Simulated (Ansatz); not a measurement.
System: C$_{2}$H$_{4}$GeS (SMILES C#[C][GeH2][SH]).

The calculation's input:

```
crystal:
  periodic: [false, false, false]
  atoms:
    - { symbol: C, position_ang: [-2.3728, 0.6201, -0.07] }
    - { symbol: C, position_ang: [-1.2497, 0.1929, 0.0233] }
    - { symbol: Ge, position_ang: [0.5152, -0.4775, 0.1695] }
    - { symbol: S, position_ang: [1.9426, 1.0231, -0.6317] }
    - { symbol: H, position_ang: [-3.3589, 0.9953, -0.1519] }
    - { symbol: H, position_ang: [0.8403, -0.756, 1.6592] }
    - { symbol: H, position_ang: [0.6375, -1.792, -0.6425] }
    - { symbol: H, position_ang: [3.0458, 0.1942, -0.3559] }
basis:
  gaussian:
    orbitals: def2-SVP
correlation:
  method: mp2
output:
  orbitals: {}
```

Launched as:

```sh
python c2h4ges.py
```

The fields and orbitals are those of the mean-field reference, not of the correlated method.

The calculation used Ansatz, MP2, Gaussian basis.

Question: Predict the electron density and electron localisation function between the atoms.

Answer: C–C (1.21 Å): the density is about 2.8 e/Å³ at the midpoint; the ELF peaks at about 0.85 between the atoms (a short, multiple covalent bond).
C–Ge (1.89 Å): ρ is about 0.92 e/Å³ halfway; the ELF peaks at about 0.95 in the valence shell of C, 0.7 Å from its nucleus, and is about 0.65 at the midpoint.
Ge–S (2.22 Å): ρ at the midpoint is about 0.73 e/Å³; the ELF peaks at about 0.90 in the valence shell of S, 0.9 Å from its nucleus, and is about 0.80 at the midpoint.
C–H (1.06 Å): the density is about 2.1 e/Å³ at the midpoint; the ELF climbs to about 1 towards the hydrogen, as it does in any bond to H (an ordinary covalent bond to hydrogen).

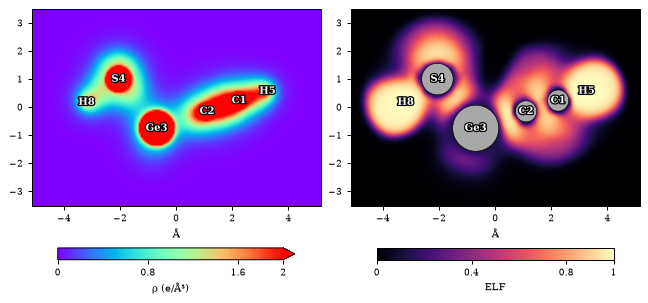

Computed electron density and electron localisation function on the plane of atoms C2, Ge3 and S4, in this order. Grey discs cover the atomic cores in the ELF map. 
